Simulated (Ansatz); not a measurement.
# Sb chain started as a strip of triangles: period, moment and channels by functional, part 3 of 4

Wanted: the relaxed geometry and the open channels of the Sb chain started as a strip of triangles, by several methods.

Ansatz 0.2.0; DFT PBE, plane waves, PAW; relaxation of a chain's period (the session's first sound run).

So far, conductance of the lead as this run defines it (G₀): 5.00 in steps 3, 5 and 7.

## Step 8: The relaxed wire

This step: DFT LDA, plane waves, PAW; relaxation of a chain's period (Ansatz 0.2.0).

The relaxation is repeated under another functional. LDA has no gradient terms and tends to overbind, so it marks the short end of the likely bond lengths.

Input file input.yaml:

```yaml
crystal:
  lattice:
    - [9.0, 0.0, 0.0]
    - [0.0, 7.5, 0.0]
    - [0.0, 0.0, 2.72023]
  atoms:
    - { symbol: Sb, position: [0.370884444, 0.5, 0.0], spin: 0.3 }
    - { symbol: Sb, position: [0.629115556, 0.5, 0.5], spin: 0.3 }
magnetization:
  spin_polarized: true
kpoints:
  mp_grid: { grid: [1, 1, 30] }
scf:
  occupations: { method: fermi_dirac, width: 0.05 }
hamiltonian:
  xc: lda
relax:
  cell: { fix: [a, b, alpha, beta, gamma] }
  max_steps: 60
```

Run with:

```
> ansatz run input.yaml --threads 4 --pin off --max-ram 8192MiB --backend cpu --events-out ev --progress --plain --runs-dir out
```

Numbers of over 12 decimals in the logs are rounded to 6 here.

The program printed:

```text
[...]
Crystal: 2 atoms, lattice volume = 183.616 Å³
Basis set: ecut = 420 eV, 3635 PW (Γ)
Bands: 20, of which v1, the nominal top of the filled ones, is band 15 counted from 1 (14 counted from 0)
Symmetry: 8 space group operations
[...]
k-points: 16 of 30
[...]
Starting moments: Σ|m| = 0.6 μB on 2 of 2 sites
[...]
0.000000       0.360731       0.000000
        0.000000       0.000000      -0.000183
  P = ⅓ Tr σ = -0.0184 GPa (-0.184 kbar)
--- Relaxed structure (9 steps of the walk, 7 accepted, 1 SCFs on fresh bases) ---
[...]
cell:  # Å, volume = 196.6418 Å³
    - [9.0, 0.0, 0.0]
    - [0.0, 7.5, 0.0]
    - [0.0, 0.0, 2.913212]
  atoms:
    - { symbol: Sb, position: [0.357372, 0.5, 0.0] }
    - { symbol: Sb, position: [0.642628, 0.5, 0.5] }
[key lines of the parts left out:]
SCF converged after 5 iterations
Magnetization: -0.0000 μB (15.0000 up, 15.0000 down)
Free energy (F): -12669.598665 eV
Fermi energy:    -0.242792 eV
```

Run time: 18 s. Hardware: 4 threads of Arm Neoverse V1, shared host; peak memory 0.48 GiB.

Step by step:

```csv
step,energy less that of the first step (eV),largest force component (eV/Å),pressure (GPa),volume (Å³)
1,0.0000,2.7932,4.79,183.62
2,-0.5425,0.2475,0.33,189.42
3,-0.5653,0.1109,0.13,191.57
4,-0.5767,0.1444,0.10,193.32
5,-0.5901,0.1286,0.07,195.05
6,-0.5284,0.5520,0.29,203.96
7,-0.5877,0.2031,-0.08,198.48
8,-0.5949,0.0182,-0.03,196.61
9,-0.5949,0.0074,-0.01,196.64
10*,-0.5956,0.0071,-0.02,196.64
```

Relaxation steps marked * repeat the geometry before them on a plane-wave basis chosen anew for their cell, so energy and pressure can jump there. Relaxation steps 6, 7 were tried and not accepted.

The run keeps the 8 symmetry operations that it works with, so distortions that break them were not tested.

```csv
cell as run,before,after,change
c (Å),2.720,2.913,+7.1 %
```

The atoms that moved most (Å, along periodic axes as changes of fractional coordinates times the final cell, across vacuum about the mean position):

```csv
atom,dx,dy,dz,length
Sb1,-0.122,0.000,0.000,0.122
Sb2,0.122,0.000,0.000,0.122
```

Final coordinates:

```xyz
2
Lattice="9.0000 0.0000 0.0000 0.0000 7.5000 0.0000 0.0000 0.0000 2.9132" Properties=species:S:1:pos:R:3
Sb    3.2163    3.7500    0.0000
Sb    5.7837    3.7500    1.4566
```

The cell's length comes to 2.913 Å, -1.8 % against the first run, with no moment.

The cell grew by 7.1 % in its periodic edges. From the first step to the last the energy fell by 0.596 eV, across changes of basis, and the largest move was 0.12 Å (Sb1 and 1 other atom alike).

## Step 9: The perfect wire, level LDA, k-mesh 1×1×28

This step: DFT LDA, plane waves, PAW; channels and complex bands of a perfect chain (Ansatz 0.2.0).

The channels are counted again under LDA, at the period that it gave.

Input file input.yaml:

```yaml
crystal:
  lattice:
    - [9.0, 0.0, 0.0]
    - [0.0, 7.5, 0.0]
    - [0.0, 0.0, 2.9132123764]
  atoms:
    - { symbol: Sb, position: [0.357371791, 0.5, 0.0] }
    - { symbol: Sb, position: [0.642628209, 0.5, 0.5] }
kpoints:
  mp_grid: { grid: [1, 1, 28] }
  band_path: { path: ["Γ", Z], npoints: 60 }
scf:
  occupations: { method: fermi_dirac, width: 0.05 }
hamiltonian:
  xc: lda
output:
  transmission:
    e_range: [-2, 2]
    de: 0.035
    kmesh: [1, 1]
    reduced_basis: true
    leads: [[0, 0]]
  dos: { projected: true, e_range: [-6, 4] }
```

The program printed:

```text
[...]
Crystal: 2 atoms, lattice volume = 196.642 Å³
Basis set: ecut = 420 eV, 3823 PW (Γ)
Bands: 19, of which v1, the nominal top of the filled ones, is band 15 counted from 1 (14 counted from 0)
Symmetry: 8 space group operations
[...]
k-points: 15 of 28
[...]
k-point 14: bands = [... 11 lower, -7.7874, -4.2898, -4.2898, 0.6697, 0.6697, 0.8647, 0.8647, 5.5322]
--- Transmission ---
  basis      : 595 plane waves across, 4 finite elements along
  points     : 1, standing for a mesh of 1 x 1
[...]
crystal 0  : Sb2, at the sites [0, 0], period 2.9132 Å: whole cells are its period
[...]
filled         : 52.9 meV over the level at which it is neutral
    channels       : 5.000000e0 a spin
[...]
[key lines of the parts left out:]
SCF converged after 7 iterations
Free energy (F): -12669.585825 eV
Fermi energy:    -0.180621 eV
```

Wall time 25 s (4 threads); peak memory 0.64 GiB; 88 s of CPU time.

Table of open channels of the lead, one spin by energy, zero at the Fermi level:

```csv
energy (eV),"open channels of the lead, one spin"
-2.000,4
-1.510,2
-0.985,2
-0.495,3
-0.005,5
0.485,5
1.010,5
1.500,3
```

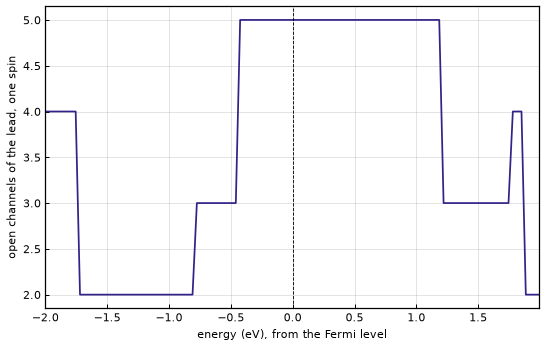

Open channels of the lead, one spin against energy.

At the computed energy nearest the Fermi level there are 5 channels a spin, and the thermal average gives 5.00 G₀.

## Step 10: The series together

Times are for 4 threads of Arm Neoverse V1, shared host. The series side by side:

```csv
no.,level,conductance of the lead as this run defines it (G₀),time,memory (GiB)
1,PBE,5.000,27 s,0.66
2,PBEsol,5.000,25 s,0.65
3,RPBE,5.000,27 s,0.67
4,LDA,5.000,25 s,0.64
```

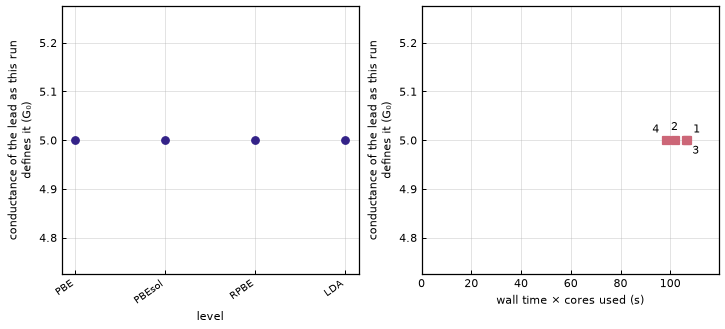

The series as plots; the last panel sets the first result against cost, with the runs numbered as in the table.

The runs together. Open channels of the lead against energy, zero at the Fermi level:

```csv
energy (eV),PBE,PBEsol,RPBE,LDA
-2.000,4,4,4,4
-1.510,2,2,2,2
-0.985,2,2,2,2
-0.495,3,3,3,3
-0.005,5,5,5,5
0.485,5,5,5,5
1.010,5,5,5,5
1.500,3,3,3,3
```

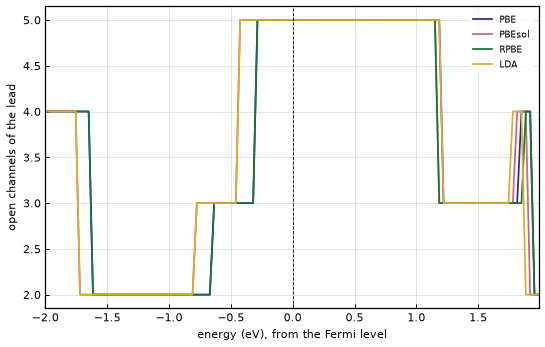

Open channels of the lead, plotted against energy.

## Step 11: Relaxing the period, cutoff 1950 eV

This step: DFT PBE, plane waves, PAW (JTH); relaxation of a chain's period (Ansatz 0.2.0).

The same functional on other atomic datasets tests how far the result hangs on the treatment of the cores. Against the first PBE run of this kind, the cutoff is 1950 eV against 420.

Input file input.yaml:

```yaml
crystal:
  lattice:
    - [9.0, 0.0, 0.0]
    - [0.0, 7.5, 0.0]
    - [0.0, 0.0, 2.72023]
  atoms:
    - { symbol: Sb, position: [0.370884444, 0.5, 0.0], spin: 0.3 }
    - { symbol: Sb, position: [0.629115556, 0.5, 0.5], spin: 0.3 }
magnetization:
  spin_polarized: true
kpoints:
  mp_grid: { grid: [1, 1, 30] }
scf:
  occupations: { method: fermi_dirac, width: 0.05 }
hamiltonian:
  xc: pbe
  pseudopotentials: { kind: paw, source: jth }
relax:
  cell: { fix: [a, b, alpha, beta, gamma] }
  max_steps: 60
```

The program printed:

```text
[...]
0.000000       0.372193       0.000000
        0.000000       0.000000       0.037572
  P = ⅓ Tr σ = -0.0087 GPa (-0.087 kbar)
--- Relaxed structure (8 steps of the walk, 7 accepted, 1 SCFs on fresh bases) ---
[...]
cell:  # Å, volume = 200.3115 Å³
    - [9.0, 0.0, 0.0]
    - [0.0, 7.5, 0.0]
    - [0.0, 0.0, 2.967578]
  atoms:
    - { symbol: Sb, position: [0.354396, 0.5, 0.0] }
    - { symbol: Sb, position: [0.645604, 0.5, 0.5] }
[key lines of the parts left out:]
SCF converged after 6 iterations
Magnetization: 0.0000 μB (15.0000 up, 15.0000 down)
Free energy (F): -12946.633084 eV
Fermi energy:    -0.036455 eV
```

Elapsed: 2.7 min, on 4 threads; peak memory 2.4 GiB.

The cell's length comes to 2.968 Å, -0.0 % against the first run, with no moment.

## Step 12: The relaxed wire

This step: DFT PBE, plane waves, PAW; relaxation of a chain's period (Ansatz 0.2.0).

No moment formed, so a run without spin should agree; this checks it and saves time.

input.yaml, the sections that differ from step 11:

```yaml
crystal:
  lattice:
    - [9.0, 0.0, 0.0]
    - [0.0, 7.5, 0.0]
    - [0.0, 0.0, 2.72023]
  atoms:
    - { symbol: Sb, position: [0.370884444, 0.5, 0.0] }
    - { symbol: Sb, position: [0.629115556, 0.5, 0.5] }
hamiltonian:
  xc: pbe
# kpoints, scf, relax: as in step 11
# magnetization: removed
```

The program printed:

```text
[...]
Crystal: 2 atoms, lattice volume = 183.616 Å³
Basis set: ecut = 420 eV, 3635 PW (Γ), exchange–correlation on 128×108×40 points (8 copies of the dense FFT grid, shifted against one another)
Bands: 19, of which v1, the nominal top of the filled ones, is band 15 counted from 1 (14 counted from 0)
Symmetry: 8 space group operations
[...]
k-points: 16 of 30
[...]
0.000000       0.372933       0.000000
        0.000000       0.000000       0.042538
  P = ⅓ Tr σ = -0.0059 GPa (-0.059 kbar)
--- Relaxed structure (8 steps of the walk, 7 accepted, 1 SCFs on fresh bases) ---
[...]
cell:  # Å, volume = 200.3270 Å³
    - [9.0, 0.0, 0.0]
    - [0.0, 7.5, 0.0]
    - [0.0, 0.0, 2.967808]
  atoms:
    - { symbol: Sb, position: [0.354417, 0.500000, 0.0] }
    - { symbol: Sb, position: [0.645583, 0.500000, 0.5] }
[key lines of the parts left out:]
SCF converged after 6 iterations
Free energy (F): -12967.394879 eV
Fermi energy:    -0.105991 eV
```

Run time: 8.9 s. Hardware: 4 threads; peak memory 0.47 GiB; 33 s of CPU time.

The cell's length comes to 2.968 Å, -0.0 % against the first run, with spin left out.

## Step 13: The series together

Times are for 4 threads of Arm Neoverse V1, shared host. The series side by side:

```csv
no.,level,cell length along the wire (Å),time,memory (GiB)
1,PBE,2.968,20 s,0.51
2,PBEsol,2.934,19 s,0.51
3,RPBE,2.989,19 s,0.51
4,LDA,2.913,18 s,0.48
5,"PBE, JTH files",2.968,2.7 min,2.4
6,"PBE, no spin",2.968,8.9 s,0.47
```

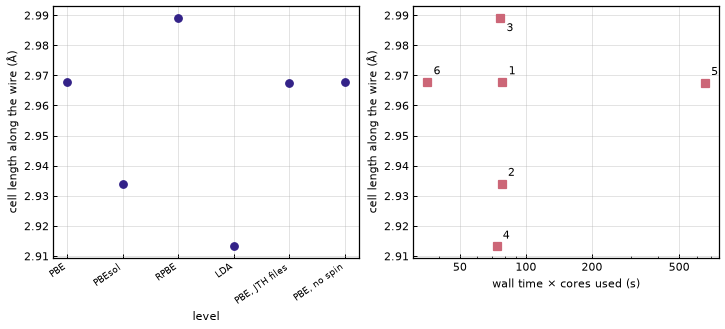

The series as plots; the last panel sets the first result against cost, with the runs numbered as in the table.

## Step 14: Two-component spinors

This step: DFT PBE, plane waves, fully relativistic PAW; channels of a perfect chain with spin-orbit coupling (Ansatz 0.2.0).

Spin-orbit coupling mixes the spins and splits bands that cross or touch without it, so it can open or close channels. Fully relativistic datasets take the place of the scalar ones. The window is narrow, since spinor matrices are twice as large.

Input file input.yaml:

```yaml
crystal:
  lattice:
    - [9.0, 0.0, 0.0]
    - [0.0, 7.5, 0.0]
    - [0.0, 0.0, 2.9678109865]
  atoms:
    - { symbol: Sb, position: [0.354416837, 0.5, 0.0] }
    - { symbol: Sb, position: [0.645583163, 0.5, 0.5] }
kpoints:
  mp_grid: { grid: [1, 1, 27] }
  band_path: { path: ["Γ", Z], npoints: 60 }
scf:
  occupations: { method: fermi_dirac, width: 0.05 }
hamiltonian:
  xc: pbe
  pseudopotentials: { kind: paw_fr }
output:
  transmission:
    e_range: [-0.42, 0.42]
    de: 0.035
    kmesh: [1, 1]
    reduced_basis: false
    leads: [[0, 0]]
magnetization:
  noncollinear: true
  spin_orbit: true
```

The program printed:

```text
[...]
non-collinear run that drives no moment, with spin-orbit: no starting moment large enough to seed its density (crystal.atoms[].spin), no starting occupations that ask for one, no magnetisation constraint and no magnetic field, so the semilocal B_xc is pinned to zero
Crystal: 2 atoms, lattice volume = 200.327 Å³
Basis set: ecut = 420 eV, 3871 PW (Γ)
Bands: 38, of which v1, the nominal top of the filled ones, is band 30 counted from 1 (29 counted from 0)
Symmetry: 8 space group operations + 8 with time reversal
[...]
k-points: 14 of 27
Projection manifold: j_resolved (fully-relativistic pseudo-atomic orbitals)
[...]
SCF iter   1: F=—  HF=-12972.305674 eV  |F-HF|=—  |Δ(HF+E_count)|=         —  Δρ=6.28e-3  dr2=1.97e-1  dr2_m=0.00e0 (ungated)  ethr=6.22e-4  |M|=0.00e0 ∫|m|=0.00e0 μB  |m|>n=0.0e0 m-floor=0.0e0 τ_xc=0.0e0  β_m=1.00  ⟨swp⟩=1.4  Hψ=1993  notcnv=0
[...]
spin=Noncollinear: LDOS preconditioning applied to the charge; magnetization (m_x, m_y, m_z) channels mix plain (no charge-response kernel on spin).
SCF iter   2: F=—  HF=-12972.257603 eV  |F-HF|=—  |Δ(HF+E_count)|=   4.81e-2  Δρ=3.10e-3  dr2=2.72e-2  dr2_m=0.00e0 (ungated)  ethr=6.22e-4  |M|=0.00e0 ∫|m|=0.00e0 μB  |m|>n=0.0e0 m-floor=0.0e0 τ_xc=0.0e0  β_m=0.94  ⟨swp⟩=4.2  Hψ=628  notcnv=0  defer=2
[...]
SCF iter   8: F=-12972.255962 eV  HF=-12972.255962 eV  |F-HF|=5.86e-10  |Δ(HF+E_count)|=   5.38e-8  Δρ=4.99e-7  dr2=4.24e-10  dr2_m=0.00e0 (ungated)  ethr=7.13e-11  |M|=0.00e0 ∫|m|=0.00e0 μB  |m|>n=0.0e0 m-floor=0.0e0 τ_xc=0.0e0  ⟨swp⟩=1.4  Hψ=700  notcnv=0
SCF 1 converged in 8 iterations: F = -12972.255962 eV  dr2 = 4.24e-10
[...]
transmission: 4 of 4 steps passed
SCF converged after 8 iterations
Magnetization: |M| = 0.0000 μB,  M = (+0.0000, +0.0000, +0.0000) μB
Absolute magnetization: 0.0000 μB (∫|m|)
  site 0: m = (+0.0000, +0.0000, +0.0000) μB, |m| = 0.0000 μB  (R = 1.22 Å)
  site 1: m = (+0.0000, +0.0000, +0.0000) μB, |m| = 0.0000 μB  (R = 1.22 Å)
Free energy (F): -12972.255962 eV
[...]
Internal energy: -12972.242887 eV  (E = F + TS)
E sigma→0 (E₀):  -12972.249424 eV
Entropy (-TS):   -0.013075 eV (-6.538 meV/atom)
Fermi energy:    -0.099527 eV
[...]
--- Band table (eV; the first three rows and the last of 14) ---
  k-point 0: bands = [... 26 lower, -2.7538, -2.7538, -0.7751, -0.7751, 1.7215, 1.7215, 2.8659, 2.8659, ... 4 higher]
  k-point 1: bands = [... 26 lower, -2.7299, -2.7299, -0.7529, -0.7529, 1.7361, 1.7361, 2.8887, 2.8887, ... 4 higher]
  k-point 2: bands = [... 26 lower, -2.6584, -2.6584, -0.6870, -0.6870, 1.7755, 1.7755, 2.9570, 2.9570, ... 4 higher]
  k-point 13: bands = [... 26 lower, -3.7482, -3.7482, 0.5270, 0.5270, 0.6281, 0.6281, 1.0539, 1.0539, ... 4 higher]
--- Transmission ---
  basis      : 595 plane waves across, 4 finite elements along
  points     : 1, standing for a mesh of 1 x 1
[...]
crystal 0  : Sb2, at the sites [0, 0], period 2.9678 Å: whole cells are its period
[...]
filled         : 14.1 meV under the level at which it is neutral
    channels       : 6.000000e0 of both spins
[...]
```

It took 8.9 min on 4 threads; peak memory 4.4 GiB; 31 min of CPU time.

This step gave:

```yaml
energy_at_zero_smearing: -12972.2494 eV
conductance_of_the_lead_as_this_run_defines_it: 3.081 G₀
channels_at_the_energy_nearest_the_fermi_level_both_spins: 6
```

The open channels of the lead, both spins by energy, zero at the Fermi level:

```csv
energy (eV),"open channels of the lead, both spins"
-0.420,6
-0.385,6
-0.315,6
-0.280,6
-0.210,10
-0.175,10
-0.140,10
-0.070,6
-0.035,6
0.000,6
0.035,6
0.070,6
0.140,6
0.175,6
0.210,10
0.280,10
0.315,10
0.385,10
0.420,10
```

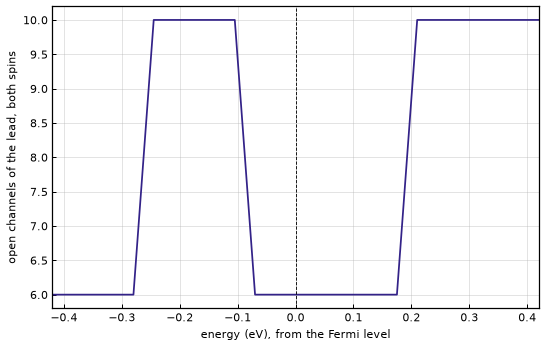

Open channels of the lead, both spins against energy.

The slowest values at each energy, most degenerate partners merged, listed up to 1.5 1/Å. The Im kz of the slowest decaying states by energy, zero at the Fermi level:

```csv
energy (eV),decay 1 (Å⁻¹),decay 2 (Å⁻¹),decay 3 (Å⁻¹),decay 4 (Å⁻¹)
-0.385,0.0489,0.790,0.949,1.09
-0.315,0.0346,0.779,0.939,1.08
-0.210,0.762,0.924,1.07,1.17
-0.105,0.744,0.908,1.05,1.15
0.000,0.0275,0.726,0.893,1.04
0.105,0.0285,0.707,0.877,1.03
0.210,0.687,0.860,1.01,1.12
0.315,0.667,0.844,1.00,1.10
0.385,0.653,0.833,0.991,1.09
```

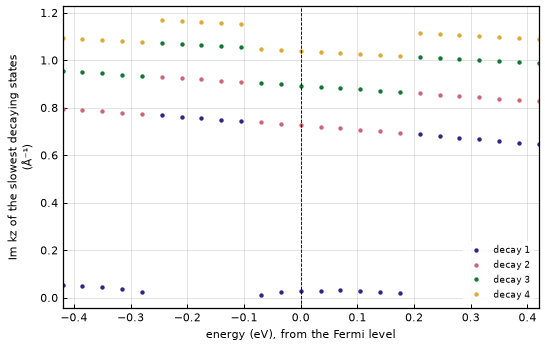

Im kz of the slowest decaying states, plotted against energy.

Electronic bands along the path, in eV, zero at the Fermi level:

```csv
point,band 29,band 30,band 31,band 32,band 33,band 34,band 35,band 36
Γ,-0.68,-0.68,1.82,1.82,2.97,2.97,4.11,4.11
Z,0.74,0.74,0.74,0.74,1.23,1.23,1.23,1.23
```

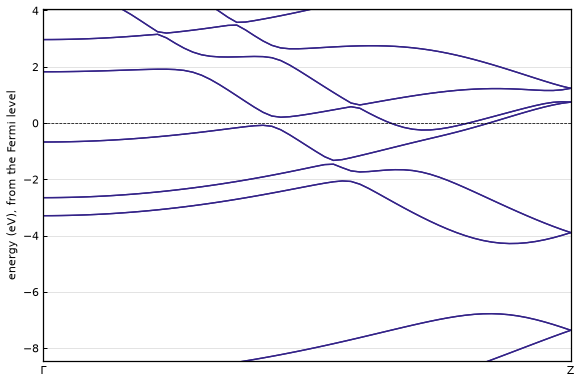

Electronic bands along the path.

At the computed energy nearest the Fermi level there are 6 spinor channels, and the thermal average gives 3.08 G₀.

(Continued in part 4 of 4.)

[Logs are printed without paths, hosts, clocks, repeated set-up lines and the standing remarks that a program may print on its own settings, such as how far it seeks lower states.]

[Hosts, paths, dates, database ids (printed as entryN), source tags and the programs' standing remarks are cut or masked in the printed files.]
